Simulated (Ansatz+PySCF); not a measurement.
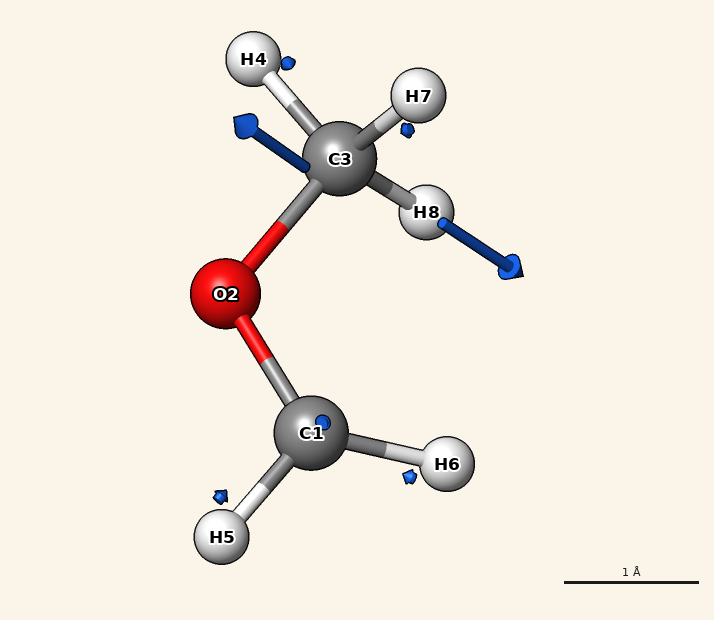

The picture comes from a calculation with Ansatz+PySCF.

Arrows show the forces on the atoms, 0.6 Å of arrow for 1 eV/Å; forces under a tenth of the largest aren't drawn. Charge 0, doublet. Level of theory: RO-MP2 (3 frozen)/cc-pVTZ (Ansatz).

Q: Which bond do the forces act along most?

A: C3–H8, now 1.047 Å: the forces push its atoms apart, so a first step downhill lengthens it.

List the force components in the frame of the picture (x right, y up, z towards the viewer), in eV/Å.

| atom | Fx | Fy | Fz |
| --- | --- | --- | --- |
| C1 | 0.05 | 0.05 | −0.16 |
| O2 | −0.08 | −0.05 | 0.06 |
| C3 | −0.90 | 0.63 | 1.22 |
| H4 | 0.07 | −0.11 | 0.11 |
| H5 | 0.12 | 0.14 | −0.05 |
| H6 | −0.15 | 0.07 | 0.06 |
| H7 | −0.13 | −0.06 | −0.10 |
| H8 | 1.02 | −0.67 | −1.14 |
